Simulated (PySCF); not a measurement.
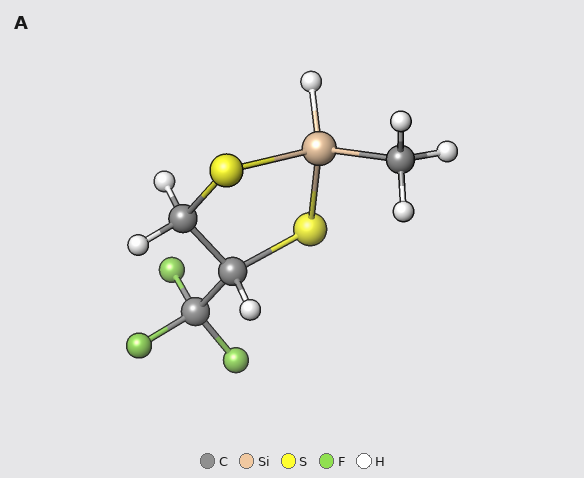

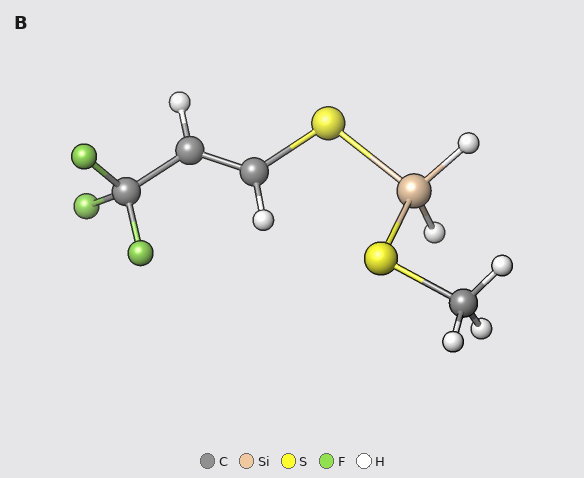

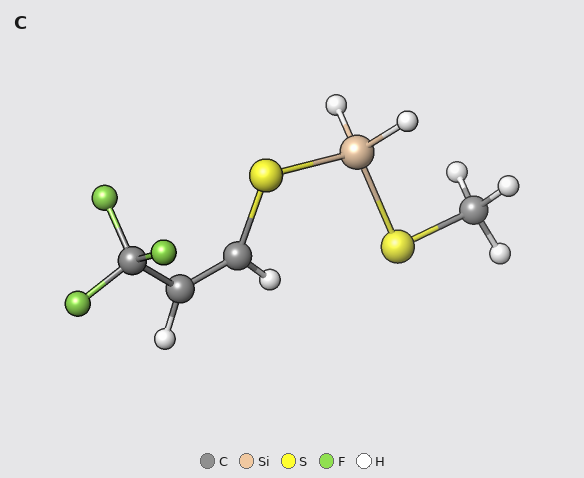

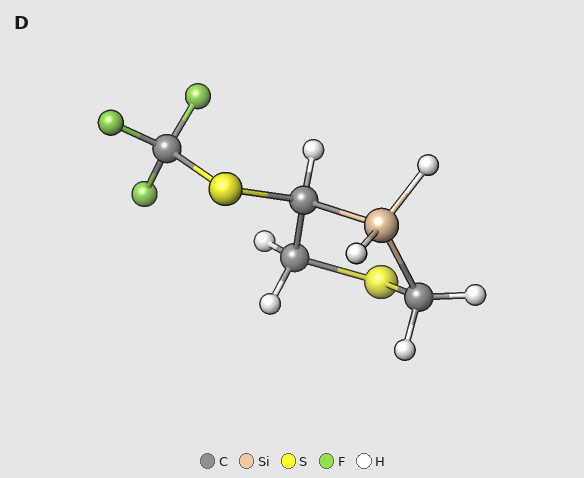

4 stationary structures of one formula. Geometries: GFN2-xTB. Electronic energies: PBE0/pcSseg-1 (PySCF 2.14.0), without zero-point energy. No frequency run is at hand to confirm each as a minimum. Each is one conformer, not always the lowest.

Which structure is the most stable?

A is lowest; B lies 34.4 kcal/mol above it, C lies 37.5 kcal/mol above it, D lies 49.8 kcal/mol above it. A is `C[Si@@H]1SC[C@@H](C(F)(F)F)S1`, B is `CS[SiH2]S/C=C/C(F)(F)F`, C is `CS[SiH2]S/C=C\C(F)(F)F`, D is `FC(F)(F)S[C@@H]1CSC[SiH2]1`.

The geometry is semi-empirical. Around Si such bond lengths and angles can be off by a tenth of an ångström or more and by several degrees, and values that hang on the shape move with them.
